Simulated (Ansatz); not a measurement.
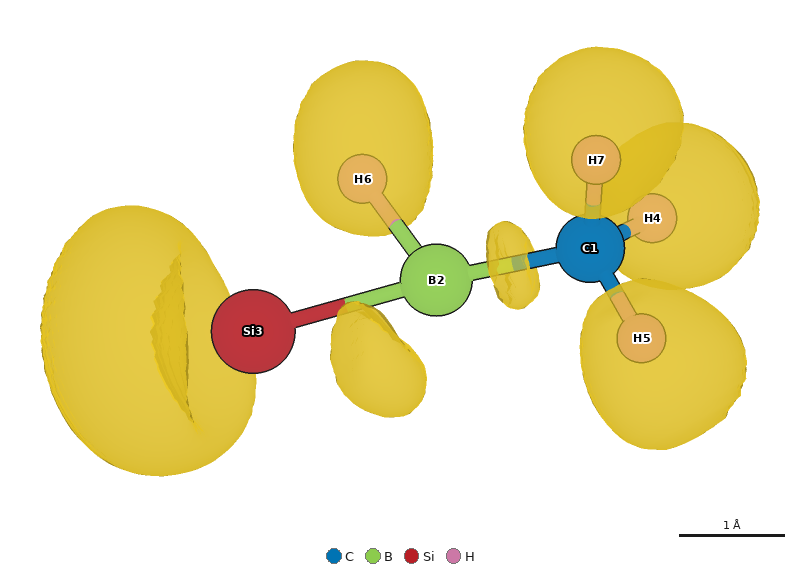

CH$_{4}$BSi (SMILES CB[Si]) (doublet). Isosurface of the electron localisation function at 0.9 (yellow), seen at a tilt. Only the valence region is drawn (cores and ρ < 0.01 e/Å³ removed).

Geometry: B3LYP/6-31G*.

The calculation used isolated molecule in a Gaussian basis; Kohn-Sham density functional theory, functional PBE0 in Ansatz 0.2.0.

| atom | x (Å) | y (Å) | z (Å) |
| --- | --- | --- | --- |
| C | -0.8156 | -0.9815 | -0.8884 |
| B | 0.6157 | -0.5486 | -0.4654 |
| Si | 2.3443 | 0.0368 | -0.0771 |
| H | -0.9053 | -2.0768 | -0.9149 |
| H | -1.0873 | -0.5968 | -1.8772 |
| H | 1.0669 | -0.9503 | 0.7205 |
| H | -1.5655 | -0.6246 | -0.1683 |

> Describe the localisation domains.

The surface consists of one region between bonded B–C atoms (shared pairs), four regions around hydrogen nuclei, one lobe on B, pointing away from the bonds (non-bonding electrons) and one lobe on Si, pointing away from the bonds (non-bonding electrons).

Values along the shortest contacts:
C–B (1.55 Å): the ELF peaks at about 0.95 between the atoms, as expected for localised, covalent bonding. Si–B (1.87 Å): the ELF peaks at about 0.85 between the atoms, as expected for localised, covalent bonding.
